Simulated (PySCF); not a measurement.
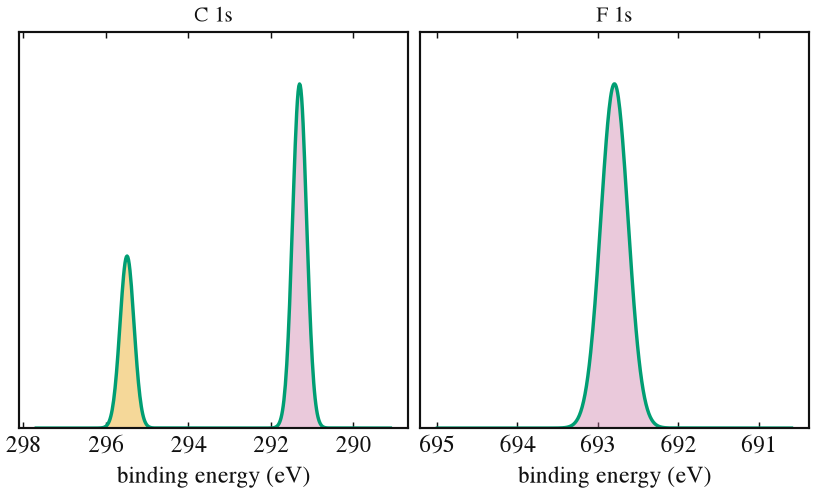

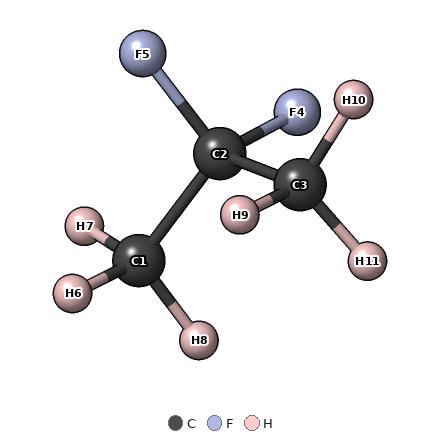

Simulated XPS of C₃H₆F₂ (2,2-difluoropropane), SMILES CC(C)(F)F. Vertical core-electron binding energies by ΔSCF (SCAN, pcX-2 on the ionised atom, pcseg-1 elsewhere, spin-free X2C; PySCF, at a PBE0-D3(BJ)/def2-SVP geometry (no frequency check)), gas phase, against the vacuum level. One atom of each kind was ionised; within a panel, areas follow the number of like atoms, each panel is scaled alone, Gaussians of 0.4 eV full width. Only the regions named are shown.

> Which atoms give which peak?

```tsv
level	atoms	binding energy (eV)
C 1s	C2	295.5
C 1s	C1, C3	291.3
F 1s	F4, F5	692.8
```

> How large is the chemical shift across the C 1s region?

4.2 eV, from C1, C3 at 291.3 eV to C2 at 295.5 eV.
